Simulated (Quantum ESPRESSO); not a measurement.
# Cu (Copper): which magnetic order is lowest

Aim: find out which collinear order of Cu (Copper) costs least.

Method: PBEsol; plane waves with GBRV 1.5 PBEsol potentials, no spin-orbit coupling, in Quantum ESPRESSO 7.5.

## Step 1: Set-up

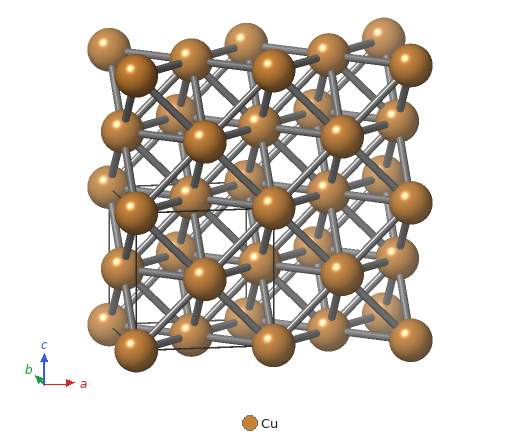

The cell as given, slightly off an axis (copper orange). 2×1×2 cells are drawn. This picture shows the conventional cell, with its axes. Some periodic images of atoms are drawn too.

The cell comes from the Crystallography Open Database.

## Step 2: Run 1 (ferro +)

The signs are those of the starting moments on the seeded atoms, the atoms that are given a moment.

Contents of pw.in:

```
&CONTROL
  calculation = 'scf'
  prefix = 'pwscf'
  outdir = './tmp'
  pseudo_dir = './pseudo'
  disk_io = 'nowf'
/
&SYSTEM
  ibrav = 0
  nat = 1
  ntyp = 1
  ecutwfc = 40
  ecutrho = 280
  nbnd = 16
  occupations = 'smearing'
  smearing = 'fd'
  degauss = 0.00734986
  nspin = 2
  starting_magnetization(1) = 0.0263
/
&ELECTRONS
  conv_thr = 2d-09
  electron_maxstep = 150
  mixing_beta = 0.3
/
ATOMIC_SPECIES
Cu     63.5460 cu_pbesol_v1.2.uspp.F.UPF
CELL_PARAMETERS angstrom
   0.0000000000    1.8075000000    1.8075000000
   1.8075000000    0.0000000000    1.8075000000
   1.8075000000    1.8075000000    0.0000000000
ATOMIC_POSITIONS crystal
Cu      0.0000000000    0.0000000000    0.0000000000
K_POINTS automatic
12 12 12 0 0 0
```

Command:

```sh
> OMP_NUM_THREADS=1 mpirun -n 4 pw.x -nk 4 -in pw.in > pw.out
```

What it wrote:

```text
Program PWSCF v.7.5 starts

     Message from routine setup:
     using ibrav=0 with symmetry is DISCOURAGED, use correct ibrav instead

     K-points division:     npool     =       4
     Subspace diagonalization in iterative solution of the eigenvalue problem:

     G-vector sticks info
     --------------------
     sticks:   dense  smooth     PW     G-vecs:    dense   smooth      PW
     Sum         439     253     91                 6231     2733     561

     Using Slab Decomposition

     bravais-lattice index     =            0
     lattice parameter (alat)  =       4.8305  a.u.
     unit-cell volume          =      79.7006 (a.u.)^3
     number of atoms/cell      =            1
     number of atomic types    =            1
     number of electrons       =        19.00
     number of Kohn-Sham states=           16
     kinetic-energy cutoff     =      40.0000  Ry
     charge density cutoff     =     280.0000  Ry
     scf convergence threshold =      2.0E-09
     mixing beta               =       0.3000
     number of iterations used =            8  plain     mixing
     Exchange-correlation= SLA  PW   PSX  PSC
                           (   1   4  10   8   0   0   0)

     celldm(1)=   4.830501  celldm(2)=   0.000000  celldm(3)=   0.000000
     celldm(4)=   0.000000  celldm(5)=   0.000000  celldm(6)=   0.000000

     crystal axes: (cart. coord. in units of alat)
               a(1) = (   0.000000   0.707107   0.707107 )
               a(2) = (   0.707107   0.000000   0.707107 )
               a(3) = (   0.707107   0.707107   0.000000 )

     reciprocal axes: (cart. coord. in units 2 pi/alat)
               b(1) = ( -0.707107  0.707107  0.707107 )
               b(2) = (  0.707107 -0.707107  0.707107 )
               b(3) = (  0.707107  0.707107 -0.707107 )

     PseudoPot. # 1 for Cu read from file:
     cu_pbesol_v1.2.uspp.F.UPF
     Pseudo is Ultrasoft + core correction, Zval = 19.0
     Generated by new atomic code, or converted to UPF format
     Using radial grid of  867 points,  6 beta functions with:
                l(1) =   0
                l(2) =   0
                l(3) =   1
                l(4) =   1
                l(5) =   2
                l(6) =   2
     Q(r) pseudized with  8 coefficients,  rinner =    1.150   1.150   1.150
                                                       1.150   1.150

     atomic species   valence    mass     pseudopotential
     Cu               19.00    63.54600     Cu( 1.00)

     Starting magnetic structure
     atomic species   magnetization
     Cu              0.026

     48 Sym. Ops., with inversion, found

   Cartesian axes

     site n.     atom                  positions (alat units)
         1        Cu     tau(   1) = (   0.0000000   0.0000000   0.0000000  )

     number of k points=    72  Fermi-Dirac smearing, width (Ry)=  0.0073
                       cart. coord. in units 2pi/alat
        k(    1) = (   0.0000000   0.0000000   0.0000000), wk =   0.0005787
        k(    2) = (   0.0589256   0.0589256  -0.0589256), wk =   0.0046296
        k(    3) = (   0.1178511   0.1178511  -0.1178511), wk =   0.0046296
        k(    4) = (   0.1767767   0.1767767  -0.1767767), wk =   0.0046296
        k(    5) = (   0.2357023   0.2357023  -0.2357023), wk =   0.0046296
        [... 67 further k-points ...]

     Dense  grid:     6231 G-vectors     FFT dimensions: (  25,  25,  25)

     Smooth grid:     2733 G-vectors     FFT dimensions: (  20,  20,  20)

     Generating pointlists ...
     new r_m :   0.4125 (alat units)  1.9926 (a.u.) for type    1

     Initial potential from superposition of free atoms

     starting charge      18.0000, renormalised to      19.0000
     Starting wfcs are   13 randomized atomic wfcs +    3 random wfcs

     Self-consistent Calculation

     iteration #  1     ecut=    40.00 Ry     beta= 0.30
     Davidson diagonalization with overlap
     ethr =  1.00E-02,  avg # of iterations =  5.9

     total energy              =    -401.97074539 Ry
     estimated scf accuracy    <       5.44875390 Ry

     total magnetization       =     0.28 Bohr mag/cell
     absolute magnetization    =     0.31 Bohr mag/cell

     iteration #  2     ecut=    40.00 Ry     beta= 0.30
     Davidson diagonalization with overlap
     ethr =  1.00E-02,  avg # of iterations =  2.2

     total energy              =    -403.39960803 Ry
     estimated scf accuracy    <       1.01372135 Ry

     total magnetization       =     0.02 Bohr mag/cell
     absolute magnetization    =     0.04 Bohr mag/cell

     iteration #  3     ecut=    40.00 Ry     beta= 0.30
     Davidson diagonalization with overlap
     ethr =  5.34E-03,  avg # of iterations =  1.2

     total energy              =    -403.50866318 Ry
     estimated scf accuracy    <       0.03141813 Ry

     total magnetization       =     0.04 Bohr mag/cell
     absolute magnetization    =     0.07 Bohr mag/cell

     [... further iterations left out ...]

     iteration # 10     ecut=    40.00 Ry     beta= 0.30
     Davidson diagonalization with overlap
     ethr =  9.61E-08,  avg # of iterations =  1.4

     total energy              =    -403.51014109 Ry
     estimated scf accuracy    <       0.00000040 Ry

     total magnetization       =     0.00 Bohr mag/cell
     absolute magnetization    =     0.00 Bohr mag/cell

     iteration # 11     ecut=    40.00 Ry     beta= 0.30
     Davidson diagonalization with overlap
     ethr =  2.09E-09,  avg # of iterations =  2.5

     total energy              =    -403.51014117 Ry
     estimated scf accuracy    <       0.00000023 Ry

     total magnetization       =    -0.00 Bohr mag/cell
     absolute magnetization    =     0.00 Bohr mag/cell

     iteration # 12     ecut=    40.00 Ry     beta= 0.30
     Davidson diagonalization with overlap
     ethr =  1.20E-09,  avg # of iterations =  1.0

     total energy              =    -403.51014120 Ry
     estimated scf accuracy    <          6.6E-09 Ry

     total magnetization       =     0.00 Bohr mag/cell
     absolute magnetization    =     0.00 Bohr mag/cell

     iteration # 13     ecut=    40.00 Ry     beta= 0.30
     Davidson diagonalization with overlap
     ethr =  3.49E-11,  avg # of iterations =  1.8

     Magnetic moment per site  (integrated on atomic sphere of radius R)
     atom   1 (R=0.412)  charge= 17.8078  magn=  0.0000

     End of self-consistent calculation

     Number of k-points >= 100: set verbosity='high' to print the bands.

     the Fermi energy is    15.8365 ev

!    total energy              =    -403.51014122 Ry
     estimated scf accuracy    <          2.1E-10 Ry
     smearing contrib. (-TS)   =      -0.00089267 Ry
     internal energy E=F+TS    =    -403.50924855 Ry

     The total energy is F=E-TS. E is the sum of the following terms:
     one-electron contribution =    -268.17619129 Ry
     hartree contribution      =     145.34205319 Ry
     xc contribution           =     -38.39023259 Ry
     ewald contribution        =    -242.28487785 Ry

     total magnetization       =     0.00 Bohr mag/cell
     absolute magnetization    =     0.00 Bohr mag/cell

     convergence has been achieved in  13 iterations

=------------------------------------------------------------------------------=
   JOB DONE.
=------------------------------------------------------------------------------=
```

Wall time 2.9 s (4 MPI ranks of Arm Neoverse V2, shared host); peak memory 0.22 GiB; 11 s of CPU time.

The spin moment in the atom's sphere vanishes on all atoms.

Numbers from this step:

* smearing term TS: 0.01215 eV
* magnetization: 0 μB
* absolute magnetization: 0 μB
* final state: non-magnetic

## Step 3: Run 2 (antiferro q=(0,0,1/2) +−)

This order needs a doubled cell of 2 atoms. The wavevector q is in fractions of the reciprocal vectors of the crystal's primitive cell, as the cells of these inputs are built from it; moments change sign between cells as cos(2π q·R).

Contents of pw.in:

```
&CONTROL
  calculation = 'scf'
  prefix = 'pwscf'
  outdir = './tmp'
  pseudo_dir = './pseudo'
  disk_io = 'nowf'
/
&SYSTEM
  ibrav = 0
  nat = 2
  ntyp = 2
  ecutwfc = 40
  ecutrho = 280
  nbnd = 26
  occupations = 'smearing'
  smearing = 'fd'
  degauss = 0.00734986
  nspin = 2
  starting_magnetization(1) = 0.0263
  starting_magnetization(2) = -0.0263
/
&ELECTRONS
  conv_thr = 4d-09
  electron_maxstep = 150
  mixing_beta = 0.3
/
ATOMIC_SPECIES
Cu1    63.5460 cu_pbesol_v1.2.uspp.F.UPF
Cu2    63.5460 cu_pbesol_v1.2.uspp.F.UPF
CELL_PARAMETERS angstrom
   0.0000000000    1.8075000000    1.8075000000
   1.8075000000    0.0000000000    1.8075000000
   3.6150000000    3.6150000000    0.0000000000
ATOMIC_POSITIONS crystal
Cu1     0.0000000000    0.0000000000    0.0000000000
Cu2     0.0000000000    0.0000000000    0.5000000000
K_POINTS automatic
12 12 6 0 0 0
```

What it wrote:

```text
[banner, memory and clock lines left out]
Program PWSCF v.7.5 starts

     Message from routine setup:
     using ibrav=0 with symmetry is DISCOURAGED, use correct ibrav instead

     bravais-lattice index     =            0
     lattice parameter (alat)  =       4.8305  a.u.
     unit-cell volume          =     159.4012 (a.u.)^3
     number of atoms/cell      =            2
     number of atomic types    =            2
     number of electrons       =        38.00
     number of Kohn-Sham states=           26
     kinetic-energy cutoff     =      40.0000  Ry
     charge density cutoff     =     280.0000  Ry
     scf convergence threshold =      4.0E-09
     mixing beta               =       0.3000
     number of iterations used =            8  plain     mixing
     Exchange-correlation= SLA  PW   PSX  PSC
                           (   1   4  10   8   0   0   0)

     celldm(1)=   4.830501  celldm(2)=   0.000000  celldm(3)=   0.000000
     celldm(4)=   0.000000  celldm(5)=   0.000000  celldm(6)=   0.000000

     crystal axes: (cart. coord. in units of alat)
               a(1) = (   0.000000   0.707107   0.707107 )
               a(2) = (   0.707107   0.000000   0.707107 )
               a(3) = (   1.414214   1.414214   0.000000 )

     reciprocal axes: (cart. coord. in units 2 pi/alat)
               b(1) = ( -0.707107  0.707107  0.707107 )
               b(2) = (  0.707107 -0.707107  0.707107 )
               b(3) = (  0.353553  0.353553 -0.353553 )

     PseudoPot. # 1 for Cu read from file:
     cu_pbesol_v1.2.uspp.F.UPF
     Pseudo is Ultrasoft + core correction, Zval = 19.0

     PseudoPot. # 2 for Cu read from file:
     cu_pbesol_v1.2.uspp.F.UPF
     Pseudo is Ultrasoft + core correction, Zval = 19.0

     atomic species   valence    mass     pseudopotential
     Cu1              19.00    63.54600     Cu( 1.00)
     Cu2              19.00    63.54600     Cu( 1.00)

     Starting magnetic structure
     atomic species   magnetization
     Cu1             0.026
     Cu2            -0.026

     12 Sym. Ops., with inversion, found

   Cartesian axes

     site n.     atom                  positions (alat units)
         1        Cu1    tau(   1) = (   0.0000000   0.0000000   0.0000000  )
         2        Cu2    tau(   2) = (   0.7071068   0.7071068   0.0000000  )

     number of k points=    98  Fermi-Dirac smearing, width (Ry)=  0.0073
                       cart. coord. in units 2pi/alat
        k(    1) = (   0.0000000   0.0000000   0.0000000), wk =   0.0011574
        k(    2) = (   0.0589256   0.0589256  -0.0589256), wk =   0.0023148
        k(    3) = (   0.1178511   0.1178511  -0.1178511), wk =   0.0023148
        k(    4) = (  -0.1767767  -0.1767767   0.1767767), wk =   0.0011574
        k(    5) = (   0.0589256  -0.0589256   0.0589256), wk =   0.0069444
        [... 93 further k-points ...]

     Dense  grid:    12553 G-vectors     FFT dimensions: (  25,  25,  54)

     Smooth grid:     5497 G-vectors     FFT dimensions: (  20,  20,  40)

     Generating pointlists ...
     new r_m :   0.4125 (alat units)  1.9926 (a.u.) for type    1
     new r_m :   0.4125 (alat units)  1.9926 (a.u.) for type    2

     Initial potential from superposition of free atoms

     starting charge      36.0000, renormalised to      38.0000
     Starting wfcs are   26 randomized atomic wfcs

     Self-consistent Calculation

     iteration #  1     ecut=    40.00 Ry     beta= 0.30
     Davidson diagonalization with overlap
     ethr =  1.00E-02,  avg # of iterations =  5.0

     total energy              =    -804.08270580 Ry
     estimated scf accuracy    <      10.57240040 Ry

     total magnetization       =     0.00 Bohr mag/cell
     absolute magnetization    =     0.56 Bohr mag/cell

     iteration #  2     ecut=    40.00 Ry     beta= 0.30
     Davidson diagonalization with overlap
     ethr =  1.00E-02,  avg # of iterations =  3.1

     total energy              =    -806.81910267 Ry
     estimated scf accuracy    <       1.83067126 Ry

     total magnetization       =     0.00 Bohr mag/cell
     absolute magnetization    =     0.10 Bohr mag/cell

     [... further iterations left out ...]

     iteration # 15     ecut=    40.00 Ry     beta= 0.30
     Davidson diagonalization with overlap
     ethr =  1.20E-11,  avg # of iterations =  2.6

     total energy              =    -807.02028245 Ry
     estimated scf accuracy    <       0.00000001 Ry

     total magnetization       =     0.00 Bohr mag/cell
     absolute magnetization    =     0.00 Bohr mag/cell

     iteration # 16     ecut=    40.00 Ry     beta= 0.30
     Davidson diagonalization with overlap
     ethr =  1.20E-11,  avg # of iterations =  2.4

     Magnetic moment per site  (integrated on atomic sphere of radius R)
     atom   1 (R=0.412)  charge= 17.8083  magn= -0.0000
     atom   2 (R=0.412)  charge= 17.8083  magn=  0.0000

     End of self-consistent calculation

     Number of k-points >= 100: set verbosity='high' to print the bands.

     the Fermi energy is    15.8364 ev

!    total energy              =    -807.02028246 Ry
     estimated scf accuracy    <          1.1E-09 Ry
     smearing contrib. (-TS)   =      -0.00178532 Ry
     internal energy E=F+TS    =    -807.01849714 Ry

     The total energy is F=E-TS. E is the sum of the following terms:
     one-electron contribution =    -536.35323825 Ry
     hartree contribution      =     290.68506618 Ry
     xc contribution           =     -76.78056935 Ry
     ewald contribution        =    -484.56975571 Ry

     total magnetization       =     0.00 Bohr mag/cell
     absolute magnetization    =     0.00 Bohr mag/cell

     convergence has been achieved in  16 iterations
```

Wall time 15 s (4 MPI ranks); peak memory 0.31 GiB.

The spin moment in the atom's sphere vanishes on all atoms.

Numbers from this step:

```
smearing term TS       : 0.02429 eV
magnetization          : 0 μB
absolute magnetization : 0 μB
final state            : non-magnetic
```

## Step 4: Run 3 (antiferro q=(0,1/2,1/2) +−)

This order needs a doubled cell of 2 atoms.

pw.in, as its differences from that of step 3:

```diff
@@ -31,8 +31,8 @@
    0.0000000000    1.8075000000    1.8075000000
-   1.8075000000    0.0000000000    1.8075000000
-   3.6150000000    3.6150000000    0.0000000000
+   3.6150000000    0.0000000000    3.6150000000
+   3.6150000000    1.8075000000    1.8075000000
 ATOMIC_POSITIONS crystal
 Cu1     0.0000000000    0.0000000000    0.0000000000
-Cu2     0.0000000000    0.0000000000    0.5000000000
+Cu2     0.0000000000    0.5000000000    0.0000000000
 K_POINTS automatic
-12 12 6 0 0 0
+12 6 12 0 0 0
```

What it wrote:

```text
     [... lines left out ...]
Program PWSCF v.7.5 starts
     [... lines left out ...]
     number of atoms/cell      =            2
     [... lines left out ...]
     number of electrons       =        38.00
     number of Kohn-Sham states=           26
     kinetic-energy cutoff     =      40.0000  Ry
     charge density cutoff     =     280.0000  Ry
     scf convergence threshold =      4.0E-09
     [... lines left out ...]
     16 Sym. Ops., with inversion, found
     [... lines left out ...]
     number of k points=   100  Fermi-Dirac smearing, width (Ry)=  0.0073
     [... lines left out ...]
     iteration # 16     ecut=    40.00 Ry     beta= 0.30
     [... lines left out ...]
     Magnetic moment per site  (integrated on atomic sphere of radius R)
     atom   1 (R=0.412)  charge= 17.8085  magn= -0.0000
     atom   2 (R=0.412)  charge= 17.8085  magn=  0.0000
     [... lines left out ...]
     the Fermi energy is    15.8365 ev
!    total energy              =    -807.02028244 Ry
     estimated scf accuracy    <          3.5E-10 Ry
     smearing contrib. (-TS)   =      -0.00178533 Ry
     [... lines left out ...]
     total magnetization       =    -0.00 Bohr mag/cell
     absolute magnetization    =     0.00 Bohr mag/cell
     convergence has been achieved in  16 iterations
```

Elapsed: 23 s, on 4 MPI ranks; peak memory 0.34 GiB.

The spin moment in the atom's sphere vanishes on all atoms.

This step gave:

| Property | Result |
| --- | --- |
| smearing term TS | 0.02429 eV |
| magnetization | 0 μB |
| absolute magnetization | 0 μB |
| final state | non-magnetic |

## Step 5: Run 4, typed as no spin polarisation

Contents of pw.in:

```
&CONTROL
  calculation = 'scf'
  prefix = 'pwscf'
  outdir = './tmp'
  pseudo_dir = './pseudo'
  disk_io = 'nowf'
/
&SYSTEM
  ibrav = 0
  nat = 1
  ntyp = 1
  ecutwfc = 40
  ecutrho = 280
  nbnd = 15
  occupations = 'smearing'
  smearing = 'fd'
  degauss = 0.00734986
/
&ELECTRONS
  conv_thr = 2d-09
  electron_maxstep = 150
  mixing_beta = 0.3
/
ATOMIC_SPECIES
Cu     63.5460 cu_pbesol_v1.2.uspp.F.UPF
CELL_PARAMETERS angstrom
   0.0000000000    1.8075000000    1.8075000000
   1.8075000000    0.0000000000    1.8075000000
   1.8075000000    1.8075000000    0.0000000000
ATOMIC_POSITIONS crystal
Cu      0.0000000000    0.0000000000    0.0000000000
K_POINTS automatic
12 12 12 0 0 0
```

What it wrote:

```text
     [... lines left out ...]
Program PWSCF v.7.5 starts
     [... lines left out ...]
     number of atoms/cell      =            1
     [... lines left out ...]
     number of electrons       =        19.00
     number of Kohn-Sham states=           15
     kinetic-energy cutoff     =      40.0000  Ry
     charge density cutoff     =     280.0000  Ry
     scf convergence threshold =      2.0E-09
     [... lines left out ...]
     48 Sym. Ops., with inversion, found
     [... lines left out ...]
     number of k points=    72  Fermi-Dirac smearing, width (Ry)=  0.0073
     [... lines left out ...]
     iteration # 14     ecut=    40.00 Ry     beta= 0.30
     [... lines left out ...]
     the Fermi energy is    15.8365 ev
!    total energy              =    -403.51014292 Ry
     estimated scf accuracy    <          1.1E-10 Ry
     smearing contrib. (-TS)   =      -0.00089266 Ry
     [... lines left out ...]
     convergence has been achieved in  14 iterations
```

Wall time 1.9 s (4 MPI ranks); peak memory 0.05 GiB.

Read from the output:

| Item | Value |
| --- | --- |
| smearing term TS | 0.01215 eV |
| final state | non-magnetic (no spin polarisation) |

## Step 6: Ranking

An order is kept where moments of 0.15 μB or more survive with the typed signs; meshes match where a doubled cell samples the same k points as the first cell.

Orders:

```tsv
start	final state	typed order kept	energy over the lowest (meV a seeded atom)	largest site moment (μB)	net moment (μB a cell of the first run)	mesh matched	CPU time (s)
ferro +	non-magnetic	no	0.02317	0	0	yes	11.25
antiferro q=(0,0,1/2) +-	non-magnetic	no	0.02299	0	0	yes	58.05
antiferro q=(0,1/2,1/2) +-	non-magnetic	no	0.02312	0	0	yes	92.76
no spin polarisation	non-magnetic	-	0	0	0	yes	7.34
```

## Step 7: Summary of results

* lowest state found: non-magnetic (from ferro +, antiferro q=(0,0,1/2) +-, antiferro q=(0,1/2,1/2) +- and no spin polarisation)
* largest site moment: 0 μB

The lowest state carries no moment, and no start kept one. Only these 4 starts were compared; other wavevectors, canted and longer-period orders were not. Energies are free energies at an electronic temperature of 1160 K, which lowers moments and differences where the moments are itinerant.

[Logs and program files are shortened in this print: banners, set-up blocks, solver, clock and traceback lines can be left out without a mark of their own.]

[Logs are printed without paths, hosts, clocks, repeated set-up lines and the standing remarks that a program may print on its own settings, such as how far it seeks lower states.]

[Hosts, paths, dates, database ids (printed as entryN), source tags and the programs' standing remarks are cut or masked in the printed files.]

[Where a cell is said to come from a database of computed structures, the database is the Materials Project.]
